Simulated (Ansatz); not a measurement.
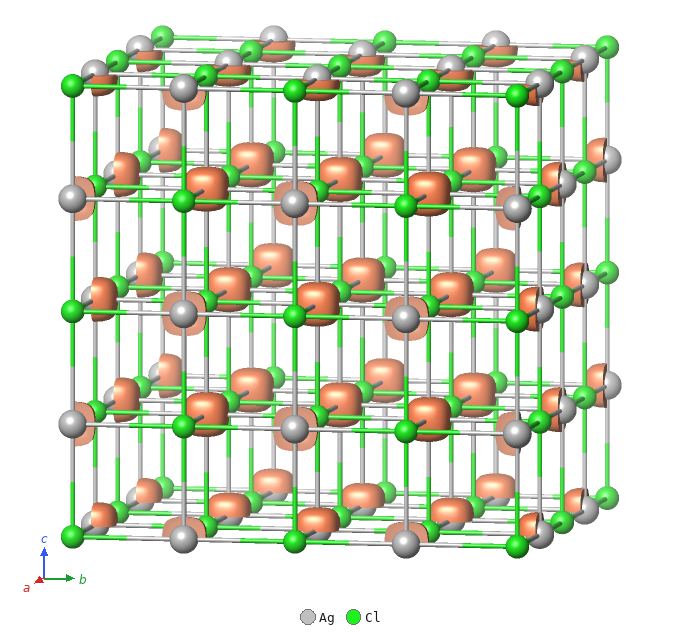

Bond-valence mismatch map for Ag+ in AgCl (Fm-3m): the orange surface encloses the points where |V − 1| < 0.3 v.u. (2×2×2 cells, view slightly off an axis). Pale faces close the region where the drawn box cuts it.

At each point the valence sum V of an Ag+ ion is computed from the anions within 5 Å (s = exp((R0 − d)/b), R0 fitted to published crystal structures with b = 0.37 Å; R0: Ag+–Cl 2.090 Å). The other Ag+ ions are ignored. This is an empirical screen for pathways, not an energy calculation.

Source of the atomic positions: a calculation's input that goes back to an entry of the Crystallography Open Database (an earlier step may have relaxed or displaced it).

```yaml
crystal:
  lattice:
    - [5.54630, 0.00000, 0.00000]
    - [0.00000, 5.54630, 0.00000]
    - [0.00000, 0.00000, 5.54630]
  atoms:
    - { symbol: Ag, position: [0.50000, 0.00000, 0.00000] }
    - { symbol: Cl, position: [0.00000, 0.00000, 0.00000] }
    - { symbol: Ag, position: [0.50000, 0.50000, 0.50000] }
    - { symbol: Cl, position: [0.00000, 0.50000, 0.50000] }
    - { symbol: Ag, position: [0.00000, 0.00000, 0.50000] }
    - { symbol: Cl, position: [0.50000, 0.00000, 0.50000] }
    - { symbol: Ag, position: [0.00000, 0.50000, 0.00000] }
    - { symbol: Cl, position: [0.50000, 0.50000, 0.00000] }
```

### What pathways for Ag+ does the map suggest at this level (counting the regions that come within 0.6 Å of a Ag site)?

No path at this level: the regions are isolated pockets that do not connect across cells.

### At which mismatch do paths open?

No path opens below 0.7 v.u. These are grid estimates, good to about 0.1 v.u.

### What is the valence sum at the Ag sites themselves?

0.95 v.u., against the formal 1.
